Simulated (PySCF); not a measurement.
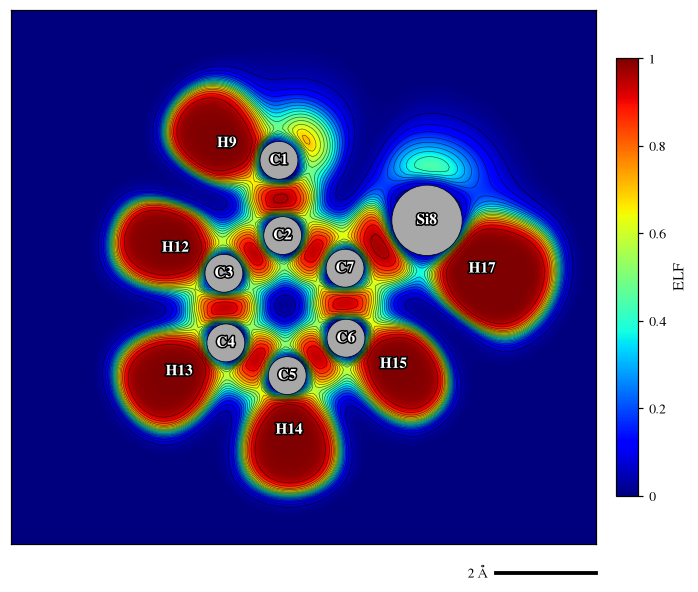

The picture shows: C7H10Si. ELF on the plane of atoms C6, C7 and Si8. Grey discs cover the atomic cores.

Geometry: GFN2-xTB.

Level of theory: PySCF, PBE0/pcSseg-1, SCF density, gas phase, non-relativistic.

```xyz
18

C    -0.6780   -1.9754   -0.0615
C     0.1826   -0.7497   -0.0245
C     1.5647   -0.8754   -0.0283
C     2.3837    0.2397    0.0051
C     1.8195    1.5020    0.0435
C     0.4427    1.6321    0.0484
C    -0.3977    0.5232    0.0152
Si   -2.2681    0.7718    0.0256
H    -0.0704   -2.8771   -0.0900
H    -1.3215   -1.9626   -0.9400
H    -1.3195   -2.0168    0.8175
H     2.0097   -1.8609   -0.0585
H     3.4576    0.1213    0.0016
H     2.4486    2.3803    0.0691
H     0.0065    2.6209    0.0789
H    -2.8621    0.1996   -1.1873
H    -2.5486    2.2080    0.0708
H    -2.8584    0.1255    1.2026
```

> Interpret the plot.

Atoms in the plane: C, Si and H. C–C (1.38 Å): the ELF peaks at about 0.95 between the atoms: a covalent bond. C–Si (1.89 Å): the ELF peaks at about 0.95 between the atoms, as expected for a shared electron pair. C–H (1.08 Å): the ELF climbs to about 1 towards the hydrogen, as it does in any bond to H (a covalent bond by its length). C–C (1.50 Å): the ELF peaks at about 0.95 between the atoms; a shared electron pair. Si–H (1.46 Å): the ELF climbs to about 1 towards the hydrogen.
